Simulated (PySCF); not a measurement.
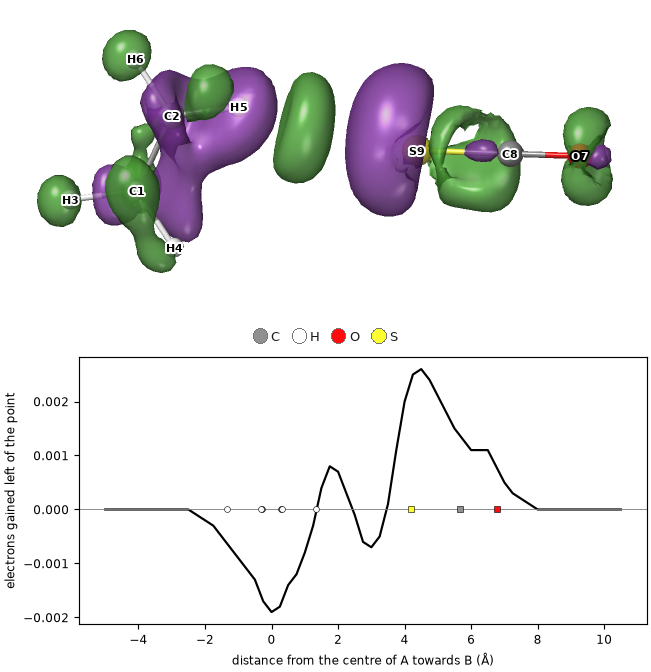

Figure. C$_{3}$H$_{4}$OS, SMILES `C=C.O=C=S`. Density of the complex less the densities of the two fragments at the same geometry, ±0.0003 e/Å³ (purple: gain, green: loss). Fragment A: H4C2 (atoms 1–6); fragment B: CSO. Below: the charge-displacement curve along the line of centres (A on the left).

Level of theory: HF/def2-SVP (PySCF), at a geometry from GFN2-xTB. GFN2-xTB bond lengths at metals and heavier atoms can be off by up to 0.1 Å and shapes distorted, which carries into these values.

Which way does charge flow?

Hirshfeld charges show almost no net transfer (under 0.005 e). 0.01 e is displaced in all, which induces a dipole of 0.02 D.

What is the interaction energy, and which contacts carry it?

The counterpoise-corrected interaction energy of the frozen fragments is +0.6 kcal/mol without dispersion correction and −0.6 kcal/mol with D3(BJ). The pair geometry is semi-empirical, not a minimum at this level. Contacts: H5···S9, weak C–H hydrogen bond, 2.97 Å, ρ = 0.005 a.u. The pose is a local one from a semi-empirical search, not shown to be the most stable.
